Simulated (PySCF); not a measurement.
# BHLYP/cc-pVDZ run of CH5GaO (SMILES C[O][GaH2])

What is the energy change on altering one bond length of CH5GaO at BHLYP/cc-pVDZ? 

The results are computed with PySCF 2.14.0.

3 further runs of the same task are left out: 3 set aside as unsound or not needed.

## 1. The molecule

CH5GaO has 8 atoms, charge 0, and is taken as a singlet. As SMILES, `C[O][GaH2]`. Geometry: relaxed at PBE0-D4/def2-TZVP.

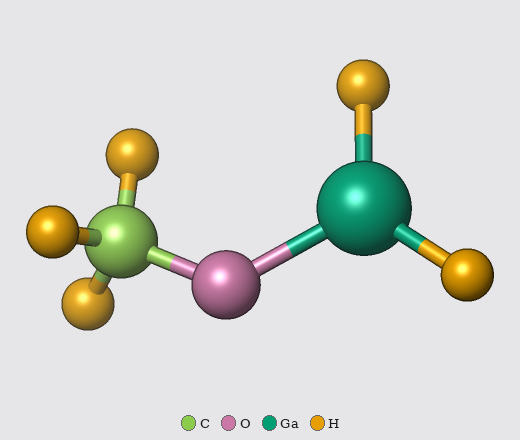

The structure, seen from a chosen angle (carbon green, oxygen pink, gallium teal, hydrogen amber).

## 2. A single-point energy at BHLYP/cc-pVDZ

Input file geometry.xyz:

```xyz
8

C     -0.616800     0.972600    -0.422900
O     -0.705300    -0.273500     0.213500
Ga     0.703200    -1.302000     0.579300
H     -1.200200     0.962000    -1.350600
H      0.414200     1.256200    -0.676600
H     -1.030600     1.754200     0.224300
H      2.093900    -0.732800     0.142900
H      0.341700    -2.636700     1.290100
```

Input file input.py:

```python
from pyscf import gto, dft

mol = gto.M(
    atom='geometry.xyz',
    basis='cc-pvdz',
    max_memory=1860,
    verbose=3,
)

mf = dft.RKS(mol, xc='bhandhlyp')
mf.conv_tol = 1e-10
mf.grids.level = 5
mf.kernel()
if not mf.converged:
    mf = mf.newton().run(mf.mo_coeff, mf.mo_occ)

etot = mf.e_tot
print('E = %.10f Eh' % etot)
```

Command:

```
$ OMP_NUM_THREADS=1 python input.py
```

What it wrote:

```text
converged SCF energy = -2041.06295684672
E = -2041.0629568467 Eh
```

It took 12 s on 1 thread of Intel Xeon Platinum 8375C at 2.90GHz (Ice Lake), shared host; peak memory 0.41 GiB.

## 3. The distorted shape at the same level

Input file run.py:

```python
from pyscf import gto, dft

mol = gto.M(
    atom=[
    ('C', (-0.441795, 0.975780, -0.144614)),
    ('O', (-0.530295, -0.270320, 0.491786)),
    ('Ga', (0.878205, -1.298820, 0.857586)),
    ('H', (-1.200200, 0.962000, -1.350600)),
    ('H', (0.589205, 1.259380, -0.398314)),
    ('H', (-0.855595, 1.757380, 0.502586)),
    ('H', (2.268905, -0.729620, 0.421186)),
    ('H', (0.516705, -2.633520, 1.568386)),
],
    verbose=4,
    max_memory=1860,
    basis='cc-pvdz',
)

mf = dft.RKS(mol, xc='bhandhlyp')
mf.conv_tol = 1e-10
mf.grids.level = 5
mf.kernel()
if not mf.converged:
    mf = mf.newton().run(mf.mo_coeff, mf.mo_occ)

e_final = mf.e_tot
print(f'total energy: {e_final:.8f} hartree')
```

Command:

```
$ OMP_NUM_THREADS=1 python run.py
```

What it wrote:

```text
PySCF version 2.14.0

[... 76 lines left out ...]
converged SCF energy = -2041.02557825142
total energy: -2041.02557825 hartree
```

Run time: 13 s. Hardware: 1 thread of Intel Xeon Platinum 8375C at 2.90GHz (Ice Lake), shared host; peak memory 0.41 GiB.

## 4. Outcome

At BHLYP/cc-pVDZ:

| quantity | value |
| --- | --- |
| first shape: total energy | -2041.06296 Eh |
| first shape: dipole moment | 1.24 D |
| first shape: HOMO energy | -9.11 eV |
| first shape: LUMO energy | -0.41 eV |
| first shape: HOMO–LUMO gap | 8.71 eV |
| distorted shape: total energy | -2041.02558 Eh |
| distorted shape: dipole moment | 1.51 D |
| distorted shape: HOMO energy | -8.82 eV |
| distorted shape: LUMO energy | -0.51 eV |
| distorted shape: HOMO–LUMO gap | 8.31 eV |
| energy change with the C1–H4 bond stretched from 1.096 to 1.425 Å | 1.017 eV |

What this shows: With the C1–H4 bond stretched from 1.096 to 1.425 Å the energy rises by 1.02 eV (23 kcal/mol). The first shape isn't relaxed at this level, so the change isn't measured from a minimum. Mulliken charges (distorted shape) run from -0.53 on O2 to +0.57 on Ga3; they depend strongly on the basis.
